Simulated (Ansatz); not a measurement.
## Zr: single-point calculation (part 2 of 2)

The same run, continued: Zr (slab, 2 atoms in the cell); DFT, LDA, plane waves, PAW, spin-polarised (Ansatz 0.2.0); cutoff 420 eV, 15×15×1 k-mesh, Fermi–Dirac smearing of 0.1 eV, collinear spins. 

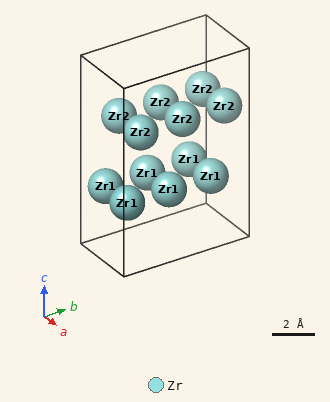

*The input geometry (spheres-only view of the 2 × 3 repeat of the cell, with the vacuum cut short, seen slightly off an axis; atoms are numbered from 1 in the order of the input).*

File populations.tsv
```
# site	symbol	l	j	q_up	q_dn
# orbitals = lowdin
# n_electrons = 24.000000
# spilling = 0.004997
0	Zr	0_4S	-	0.976280	0.976280
0	Zr	0_5S	-	0.442112	0.442112
0	Zr	1_4P	-	2.984151	2.984151
0	Zr	2_4D	-	1.567475	1.567475
1	Zr	0_4S	-	0.976280	0.976280
1	Zr	0_5S	-	0.442112	0.442112
1	Zr	1_4P	-	2.984151	2.984151
1	Zr	2_4D	-	1.567474	1.567474
```

File rho_z.tsv
```
# z_ang	rho[e/angstrom^3]	rho_spin[e/angstrom^3]
# format = ansatz-planar-average/11
# lattice	3.143581587	0.000000000	0.000000000
# lattice	-1.571790793	2.722421513	0.000000000
# lattice	0.000000000	0.000000000	18.546700000
# sites	2
# site	40	2.357686190	0.453736919	8.000020594
# site	40	-0.785895397	2.268684594	10.546679406
0.000000	-1.399545e-8	0.000000e0
0.148374	6.058125e-8	0.000000e0
0.296747	2.252201e-9	0.000000e0
0.445121	8.253166e-8	0.000000e0
0.593494	3.777108e-8	0.000000e0
0.741868	1.329059e-7	0.000000e0
0.890242	1.298313e-7	0.000000e0
1.038615	2.495841e-7	0.000000e0
1.186989	3.022622e-7	0.000000e0
1.335362	4.778028e-7	0.000000e0
1.483736	6.583420e-7	0.000000e0
1.632110	9.619380e-7	0.000000e0
1.780483	1.358084e-6	0.000000e0
1.928857	1.921097e-6	0.000000e0
2.077230	2.769699e-6	0.000000e0
2.225604	3.901434e-6	0.000000e0
2.373978	5.600566e-6	0.000000e0
2.522351	7.859868e-6	0.000000e0
2.670725	1.129340e-5	0.000000e0
2.819098	1.591535e-5	0.000000e0
2.967472	2.273617e-5	0.000000e0
3.115846	3.201930e-5	0.000000e0
3.264219	4.564873e-5	0.000000e0
3.412593	6.442595e-5	0.000000e0
3.560966	9.144446e-5	0.000000e0
3.709340	1.288263e-4	0.000000e0
3.857714	1.823397e-4	0.000000e0
4.006087	2.566986e-4	0.000000e0
4.154461	3.617479e-4	0.000000e0
4.302834	5.074027e-4	0.000000e0
4.451208	7.120234e-4	0.000000e0
4.599582	9.950733e-4	0.000000e0
4.747955	1.388088e-3	0.000000e0
4.896329	1.927656e-3	0.000000e0
5.044702	2.670356e-3	0.000000e0
5.193076	3.681243e-3	0.000000e0
5.341450	5.052845e-3	0.000000e0
5.489823	6.894878e-3	0.000000e0
5.638197	9.359625e-3	0.000000e0
5.786570	1.262047e-2	0.000000e0
5.934944	1.690621e-2	0.000000e0
6.083318	2.248989e-2	0.000000e0
6.231691	2.975911e-2	0.000000e0
6.380065	3.924555e-2	0.000000e0
6.528438	5.189675e-2	0.000000e0
6.676812	6.953199e-2	0.000000e0
6.825186	9.610959e-2	0.000000e0
6.973559	1.401604e-1	0.000000e0
7.121933	2.193172e-1	0.000000e0
7.270306	3.543432e-1	0.000000e0
7.418680	5.451443e-1	0.000000e0
7.567054	7.506738e-1	0.000000e0
7.715427	9.084402e-1	0.000000e0
7.863801	9.890116e-1	0.000000e0
8.012174	1.010348e0	0.000000e0
8.160548	9.854489e-1	0.000000e0
8.308922	8.934210e-1	0.000000e0
8.457295	7.266030e-1	0.000000e0
8.605669	5.293034e-1	0.000000e0
8.754042	3.639722e-1	0.000000e0
8.902416	2.603485e-1	0.000000e0
9.050790	2.098262e-1	0.000000e0
9.199163	1.909257e-1	0.000000e0
9.347537	1.909257e-1	0.000000e0
9.495910	2.098262e-1	0.000000e0
9.644284	2.603485e-1	0.000000e0
9.792658	3.639722e-1	0.000000e0
9.941031	5.293034e-1	0.000000e0
10.089405	7.266030e-1	0.000000e0
10.237778	8.934210e-1	0.000000e0
10.386152	9.854490e-1	0.000000e0
10.534526	1.010348e0	0.000000e0
10.682899	9.890116e-1	0.000000e0
10.831273	9.084402e-1	0.000000e0
10.979646	7.506738e-1	0.000000e0
11.128020	5.451443e-1	0.000000e0
11.276394	3.543432e-1	0.000000e0
11.424767	2.193172e-1	0.000000e0
11.573141	1.401604e-1	0.000000e0
11.721514	9.610959e-2	0.000000e0
11.869888	6.953198e-2	0.000000e0
12.018262	5.189674e-2	0.000000e0
12.166635	3.924554e-2	0.000000e0
12.315009	2.975911e-2	0.000000e0
12.463382	2.248989e-2	0.000000e0
12.611756	1.690621e-2	0.000000e0
12.760130	1.262047e-2	0.000000e0
12.908503	9.359630e-3	0.000000e0
13.056877	6.894877e-3	0.000000e0
13.205250	5.052848e-3	0.000000e0
13.353624	3.681240e-3	0.000000e0
13.501998	2.670357e-3	0.000000e0
13.650371	1.927653e-3	0.000000e0
13.798745	1.388089e-3	0.000000e0
13.947118	9.950710e-4	0.000000e0
14.095492	7.120252e-4	0.000000e0
14.243866	5.074009e-4	0.000000e0
14.392239	3.617497e-4	0.000000e0
14.540613	2.566970e-4	0.000000e0
14.688986	1.823417e-4	0.000000e0
14.837360	1.288249e-4	0.000000e0
14.985734	9.144587e-5	0.000000e0
15.134107	6.442440e-5	0.000000e0
15.282481	4.565018e-5	0.000000e0
15.430854	3.201804e-5	0.000000e0
15.579228	2.273734e-5	0.000000e0
15.727602	1.591396e-5	0.000000e0
15.875975	1.129457e-5	0.000000e0
16.024349	7.858791e-6	0.000000e0
16.172722	5.601499e-6	0.000000e0
16.321096	3.900286e-6	0.000000e0
16.469470	2.770640e-6	0.000000e0
16.617843	1.920325e-6	0.000000e0
16.766217	1.358817e-6	0.000000e0
16.914590	9.610877e-7	0.000000e0
17.062964	6.590440e-7	0.000000e0
17.211338	4.773149e-7	0.000000e0
17.359711	3.027706e-7	0.000000e0
17.508085	2.490083e-7	0.000000e0
17.656458	1.302602e-7	0.000000e0
17.804832	1.326875e-7	0.000000e0
17.953206	3.802982e-8	0.000000e0
18.101579	8.221975e-8	0.000000e0
18.249953	2.396557e-9	0.000000e0
18.398326	6.062809e-8	0.000000e0
```

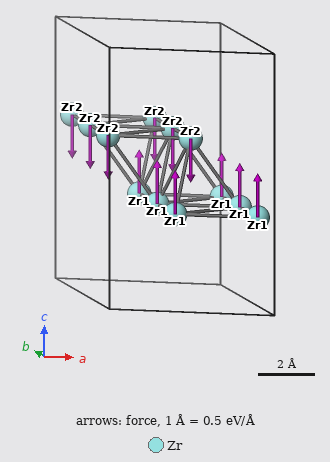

*Forces on the atoms as pink arrows (ball-and-stick view of the 2 × 3 repeat of the cell, with the vacuum cut short, seen slightly off an axis; atoms are numbered from 1 in the order of the input).*

The largest act on Zr1, Zr2 (0.81 eV/Å). The geometry is not a stationary point of this energy.

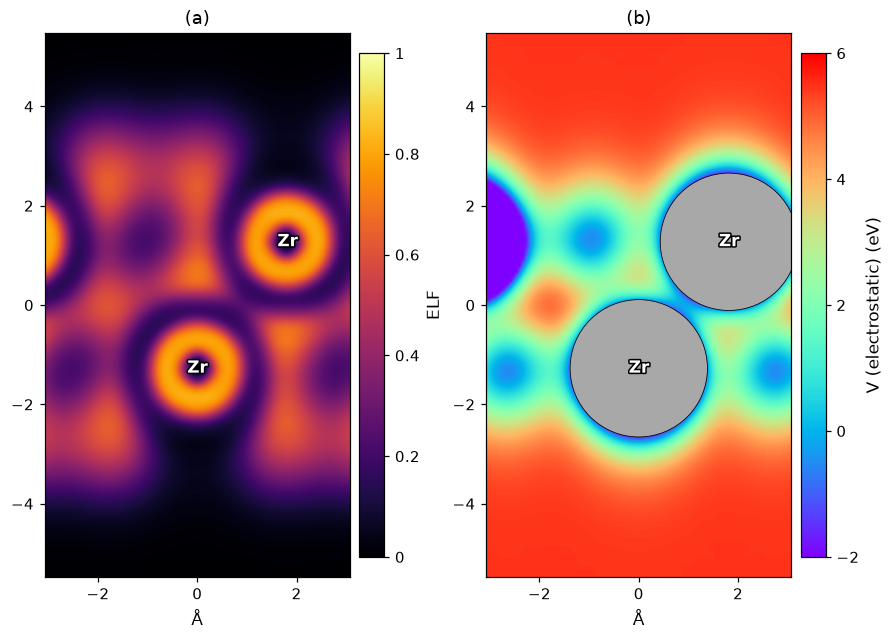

*(a) ELF; (b) electrostatic potential (local pseudopotential plus Hartree) felt by an electron on the (110) plane of the calculation cell, a cut from vacuum to vacuum. Grey discs, where drawn, cover atomic cores.*

Atoms in the plane: Zr. Zr–Zr (3.13 Å): the ELF is about 0.25 at the midpoint (no localised pair between them). The strong features right at Zr lie inside the PAW spheres (semicore, d or f shells) and say nothing about bonding. In a PAW calculation such maps are meaningful between the atoms, not at the nuclei.

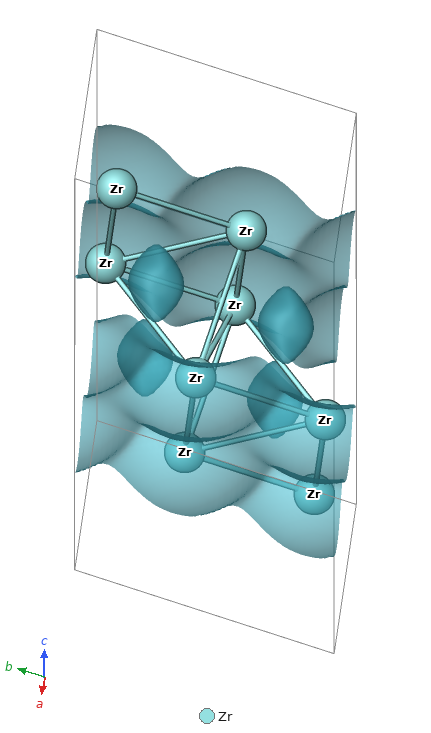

*Isosurface of the valence pseudo-density at 0.15 e/Å³ (cyan), seen at an oblique angle. Sticks mark near contacts.*

At this value the density is joined into sheets; it holds about 95 % of the electrons treated as valence (semicore included). On the grid the lowest density along these lines, outside the cores, is 0.2 e/Å³ (Zr–Zr, 3.13 Å).

This output came from the following input.

Input file
```yaml
crystal:
  lattice:
    - [3.1435815868, 0.0, 0.0]
    - [-1.5717907934, 2.7224215131, 0.0]
    - [0.0, 0.0, 18.5467]
  atoms:
    - { symbol: Zr, position: [0.833333333, 0.166666667, 0.4313446917] }
    - { symbol: Zr, position: [0.166666667, 0.833333333, 0.5686553083] }
kpoints:
  mp_grid: { grid: [15, 15, 1] }
scf:
  occupations: { method: fermi_dirac, width: 0.1 }
hamiltonian:
  xc: lda
  pseudopotentials: { kind: paw }
output:
  forces: true
  stress: true
  eigenvalues: true
  populations: true
  write_density: true
  write_potential: true
  elf: true
  volumetric_format: npy
efield:
  axis: 3
  amplitude: 0
  dipole_correction: true
magnetization:
  spin_polarized: true
```

Run as:
```bash
ansatz run input.yaml --threads 1 --pin off --max-ram 3584MiB --backend cpu --events-out ev --progress --plain --runs-dir out
```

Summary

| quantity | value |
| --- | --- |
| outcome | converged |
| electrons treated | 24 |
| free energy | −8152.9883 eV |
| Fermi energy | 0.991 eV |
| net moment of the cell | 0.00 μB |
| integrated absolute moment | 0.00 μB |
| largest force (length of the vector) | 0.808 eV/Å |
| hardware | 1 thread of Arm Neoverse V2, 24 GiB of memory available, shared host |
| wall time | 13 s |
| peak memory | 0.42 GiB |

Settings chosen away from the usual ones: magnetization = {"spin_polarized": true}. The program warns: spin is on but no starting moments are given; the state was not tested for a lower one; the exchange-correlation potential is rough where the density is thin.
